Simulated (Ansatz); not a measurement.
**CH₃Cl₂In···HF: density, localisation and related maps**

Input file:

```
crystal:
  periodic: [false, false, false]
  atoms:
    - { symbol: In, position_ang: [0.0, 0.0, 0.0] }
    - { symbol: C, position_ang: [0.0, 0.0, 2.53] }
    - { symbol: H, position_ang: [-0.9996, -0.3092, 2.9005] }
    - { symbol: H, position_ang: [0.7676, -0.7111, 2.9005] }
    - { symbol: H, position_ang: [0.232, 1.0203, 2.9005] }
    - { symbol: Cl, position_ang: [2.113, 0.0, -1.22] }
    - { symbol: Cl, position_ang: [-2.113, 0.0, -1.22] }
    - { symbol: F, position_ang: [-0.2818, -2.0687, 0.6937] }
    - { symbol: H, position_ang: [-0.1904, -1.3982, 1.8862] }
basis:
  gaussian: { orbitals: def2-SVP }
hamiltonian:
  xc: cam_b3lyp
  dispersion: d4
relax:
  f_tol: 0.15
  max_steps: 25
  restrain:
    - { distance: [0, 7], at: 3.1, k: 30.0 }
    - { distance: [8, 1], at: 2.31, k: 30.0 }
    - { distance: [0, 1], at: 2.18, k: 30.0 }
    - { distance: [8, 7], at: 0.92, k: 30.0 }
output:
  orbitals: {}
```

Command:

```sh
ansatz run input.yaml --threads 4 --pin off --max-ram 5120MiB --backend cpu --events-out ev --progress --plain --runs-dir out
```

The fields are those of the run's last geometry, not of the input's.

Core potentials replace the inner electrons of In; not at a stationary point (largest force 0.5 eV/Å).

All numbers below come from Ansatz 0.2.0, RKS CAM-B3LYP-D4/def2-SVP.

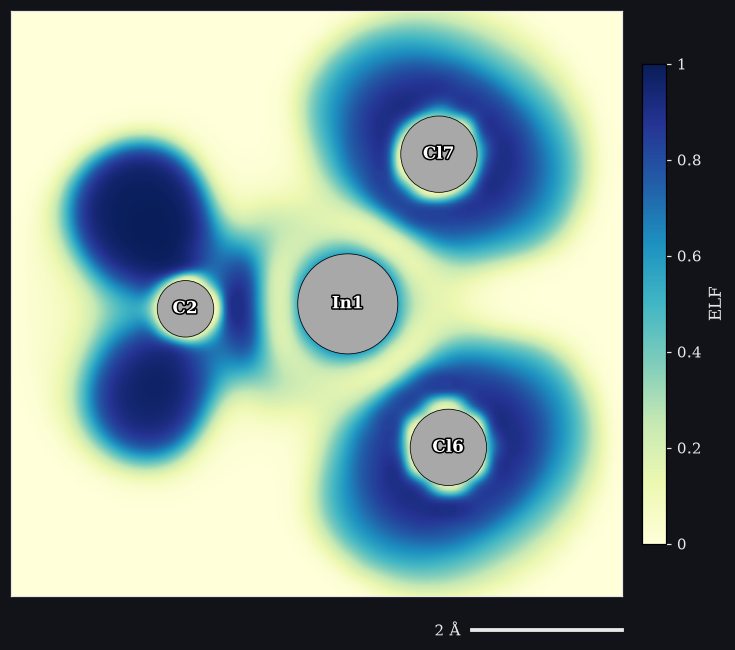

Figure 1. Electron localisation function on the plane of atoms Cl6, In1 and Cl7. Grey discs cover the atomic cores.

> Read the bonding off the picture.

- Atoms in the plane: In, C and Cl.
- C–In (2.17 Å): the ELF peaks at about 0.90 in the valence shell of C, 0.6 Å from its nucleus, and drops to about 0.20 between the two atoms.
- In–Cl (2.34 Å): the ELF peaks at about 0.80 in the valence shell of Cl, 0.8 Å from its nucleus, and drops to about 0.15 between the two atoms.
- The ELF also peaks beside Cl6 and Cl7, away from the bonds: lone-pair regions.

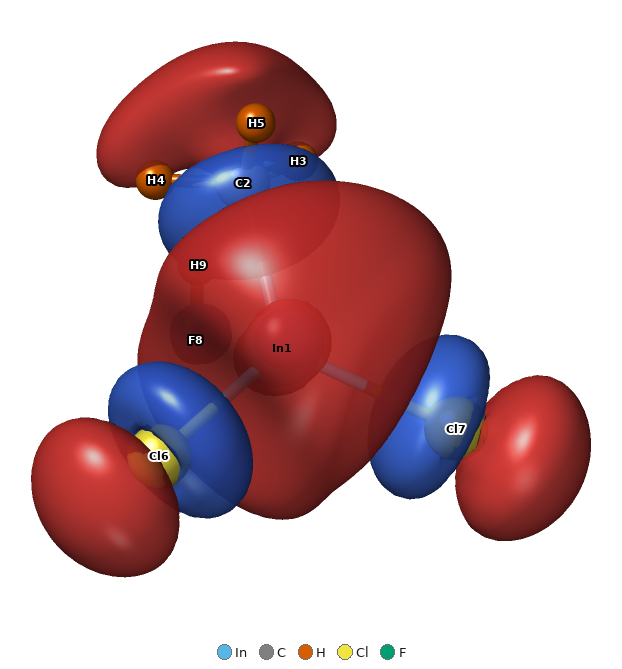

Figure 2. One frontier orbital at ±0.06 Å⁻³ᐟ² (red and blue are the two phases), seen at an oblique angle.

> Which orbital is it: HOMO or LUMO?

The LUMO, at −0.58 eV. By Hirshfeld shares it lies mainly on In1 (about 45 %), C2 (about 15 %), Cl6 (about 15 %) and Cl7 (about 15 %).

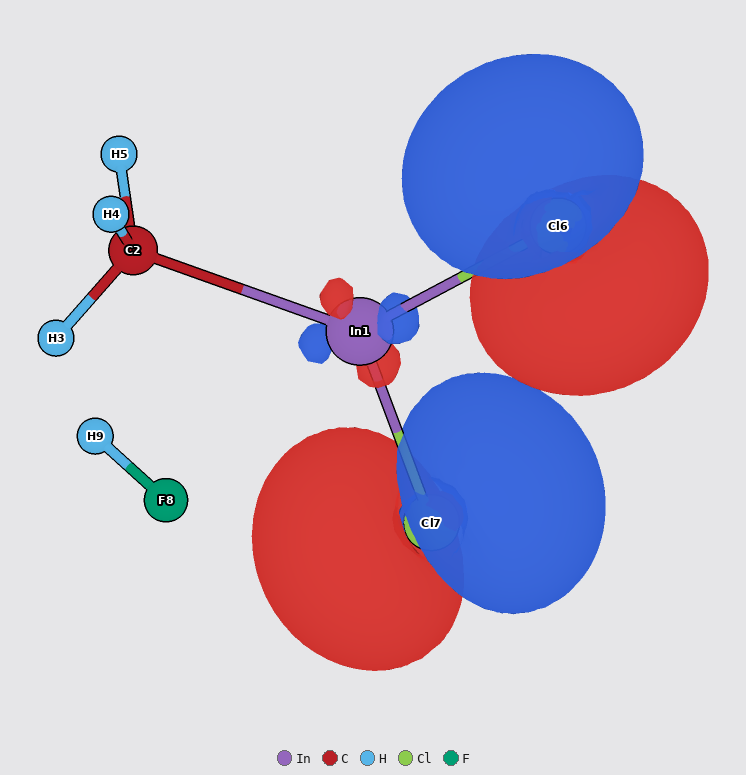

Figure 3. The HOMO−1 at ±0.1 Å⁻³ᐟ² (blue and red are the two phases), seen at a tilt.

> What is the character of this orbital?

By Hirshfeld shares it lies mainly on Cl6 (about 50 %) and Cl7 (about 45 %); largely a combination of lone pairs on Cl6 and Cl7. Its energy is −9.84 eV.
